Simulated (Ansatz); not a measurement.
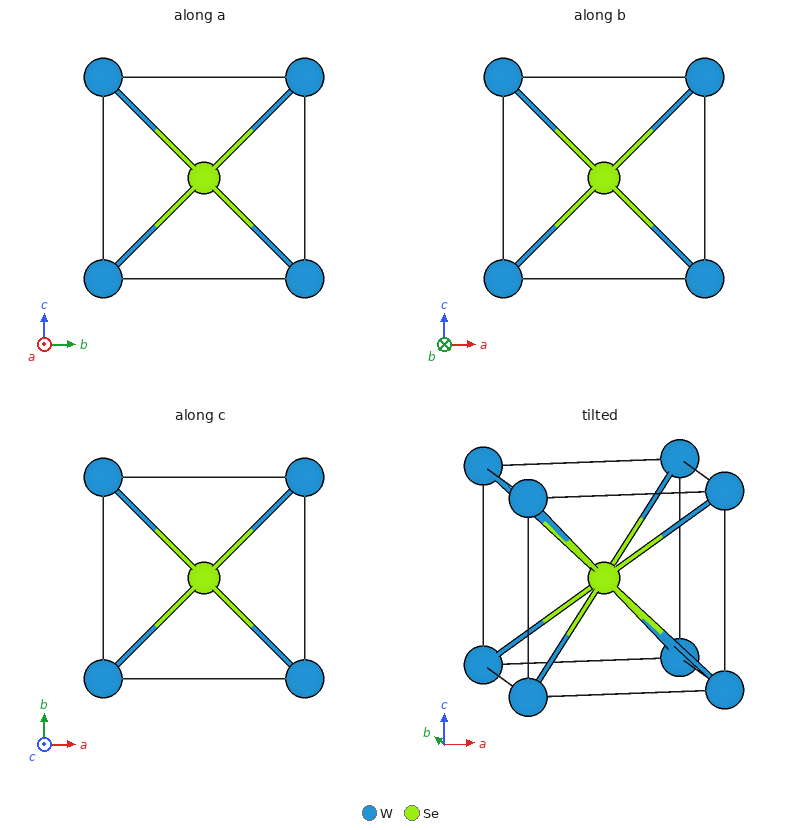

This ball-and-stick model is shown along the a axis, along the b axis, along the c axis and slightly off an axis. One conventional unit cell is framed, with atoms on its boundary repeated.

Lattice parameters: a = 3.651 Å, b = 3.651 Å, c = 3.651 Å, α = 90.00°, β = 90.00°, γ = 90.00°.

Question: Convert the drawing into a table of Wyckoff sites.

Answer: Space group Pm-3m (No. 221).
```json
{"atom": "W", "site": "1a", "x": "0.0000", "y": "0.0000", "z": "0.0000"}
{"atom": "Se", "site": "1b", "x": "0.5000", "y": "0.5000", "z": "0.5000"}
```

The model was built from a structure type filled with these elements by a generator (whether the compound takes this form wasn't checked). Earlier steps of the study, as a rule a relaxation of our own, may have changed the cell and positions, so they can lie some per cent off the listed ones. A calculation with Ansatz used it as input.

At this level of theory the run's own cell isn't at rest (stretched, at -12 GPa), so its distances can differ from those at equilibrium, the more so the softer the solid.
